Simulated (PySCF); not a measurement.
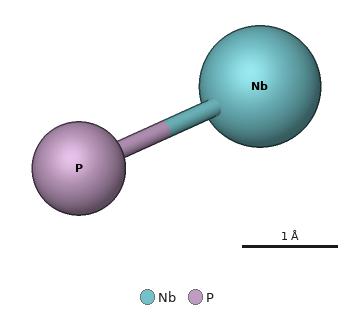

*The structure as given in the input (ball-and-stick view, seen at an oblique angle). Sticks mark near contacts.*

Bond lengths as drawn: Nb–P 2.55 Å.

## Run report: NbP, single-point calculation

The run: single-point calculation of NbP, multiplicity 3. Method and program: UHF/lanl2dz (PySCF 2.14.0).

Some settings of this run were made unusual or wrong on purpose.

**What the program printed**
```
PySCF version 2.14.0

[INPUT] verbose = 4
[INPUT] num. atoms = 2
[INPUT] num. electrons = 56
[INPUT] charge = 0
[INPUT] spin (= nelec alpha-beta = 2S) = 2
[INPUT] symmetry False subgroup None
[INPUT] Mole.unit = angstrom
[INPUT] Symbol           X                Y                Z      unit          X                Y                Z       unit  Magmom
[INPUT]  1 Nb     0.000000000000   0.000000000000   0.000000000000 AA    0.000000000000   0.000000000000   0.000000000000 Bohr   0.0
[INPUT]  2 P      0.000000000000   0.000000000000   2.546000000000 AA    0.000000000000   0.000000000000   4.811242713143 Bohr   0.0

nuclear repulsion = 127.825602794894
number of shells = 11
number of NR pGTOs = 55
number of NR cGTOs = 30
basis = lanl2dz
ecp = {}

WARN: ECP not specified. The basis set lanl2dz include an ECP. Recommended ECP: LANL2DZ.

******** <class 'pyscf.soscf.newton_ah.SecondOrderUHF'> ********
method = SecondOrderUHF
initial guess = minao
damping factor = 0
level_shift factor = 0
DIIS = <class 'pyscf.scf.diis.CDIIS'>
diis_start_cycle = 1
diis_space = 8
diis_damp = 0
SCF conv_tol = 1e-09
SCF conv_tol_grad = None
SCF max_cycles = 50
direct_scf = True
direct_scf_tol = 1e-13
number electrons alpha = 29  beta = 27
******** <class 'pyscf.scf.uhf.UHF'> Newton solver flags ********
SCF tol = 1e-09
conv_tol_grad = None
max. SCF cycles = 50
direct_scf = True
direct_scf_tol = 1e-13
max_cycle_inner = 12
max_stepsize = 0.05
ah_start_tol = 1e+09
ah_level_shift = 0
ah_conv_tol = 1e-12
ah_lindep = 1e-14
ah_start_cycle = 1
ah_max_cycle = 40
ah_grad_trust_region = 2.5
kf_interval = 4
kf_trust_region = 5
canonicalization = True
Set conv_tol_grad to 3.16228e-05
  alpha nocc = 29  HOMO = -4.54815918769687  LUMO = -4.46246903295104
  beta  nocc = 27  HOMO = -6.09557485667603  LUMO = -4.54815918769687

WARN: HOMO -4.54815918769687 >= LUMO -4.54815918769687

Initial guess E= -630.992227800847  |g|= 0.24489
macro= 0  E= -631.018704562357  delta_E= -0.0264768  |g|= 0.0240809  3 KF 10 JK
macro= 1  E= -631.018712712768  delta_E= -8.15041e-06  |g|= 6.20247e-05  2 KF 6 JK
macro= 2  E= -631.018712712768  delta_E= 3.41061e-13  |g|= 1.17159e-05  1 KF 2 JK
Canonicalize SCF orbitals
macro X = 3  E=-631.018712712768  |g|= 1.17159e-05  total 7 KF 22 JK
converged SCF energy = -631.018712712768  <S^2> = 2.0000282  2S+1 = 3.0000188
Dipole moment(X, Y, Z, Debye): -0.00000, -0.00000, -13.10798
orbital energies (hartree): [array([-0.3584, -0.1891, -0.1891, -0.0586]), array([-0.5025, -0.5025, -0.3517, -0.0519, -0.0519, -0.0403])]
```

This output came from the following input.

**Input**
```python
from pyscf import gto, scf

mol = gto.M(
    atom='Nb 0 0 0; P 0 0 2.546',
    basis='lanl2dz',
    charge=0,
    spin=2,
    verbose=4,
)
mf = scf.UHF(mol)
mf = mf.newton()
mf.kernel()
mf.dip_moment()
print('orbital energies (hartree):', [e[max(0, n-3):n+3].round(4) for e, n in zip(mf.mo_energy, mol.nelec)])
```

Command:
```bash
OMP_NUM_THREADS=1 python input.py
```

**What the run reported**

```json
{"quantity": "outcome", "value": "converged"}
{"quantity": "SCF energy", "value": "−631.018713 hartree"}
{"quantity": "⟨S²⟩", "value": "2.000"}
{"quantity": "dipole moment", "value": "13.11 D"}
{"quantity": "hardware", "value": "1 CPU thread, shared host"}
{"quantity": "wall time", "value": "1.5 s"}
```

**What went wrong**

Some settings of this run were drawn to be unusual or wrong. It converged; results that depend on the unusual settings are not reference values. Notes on the run: ECP not specified.
